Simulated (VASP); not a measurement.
Band structure of TiO₂ (space group P4_2/mnm). Calculation: PBE GGA with D3 dispersion (Becke-Johnson damping), VASP's PBE PAW potentials (set 64) (plane waves; VASP).

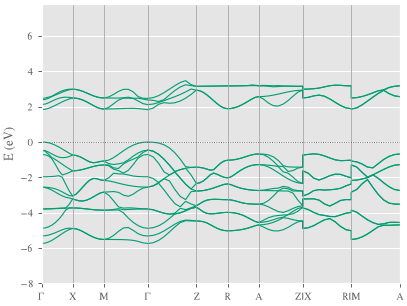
*Bands along high-symmetry lines, zero at the valence-band maximum or, without a gap, the Fermi level*

Problem. Read the plot: is there a gap, and where are the band edges?

Solution. The gap is direct, 1.83 eV, from the valence maximum at Γ to the conduction minimum at Γ. (Edges off the drawn lines would not show.)

The structure comes from a measured TiO2 entry (P4_2/mnm) of the Crystallography Open Database, whose conditions weren't checked. It was relaxed first.
